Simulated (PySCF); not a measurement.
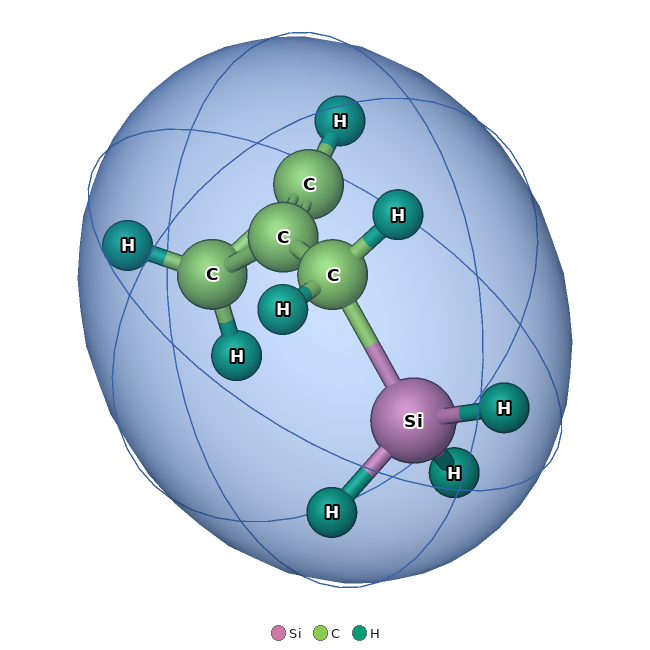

The ellipsoid shows the static dipole polarisability: its half-axes are proportional to the principal values. Geometry: a frame of a GFN2-xTB molecular-dynamics simulation, not a minimum. Level of theory: PBE0/def2-SVPD (PySCF 2.14.0).

Question. How large and how anisotropic is the polarisability?

Answer. Principal values 65.8, 72.6, 94.4 bohr³; mean 77.6 bohr³ (11.49 Å³); anisotropy 25.9 bohr³, so the longest axis is 1.44 times the shortest.
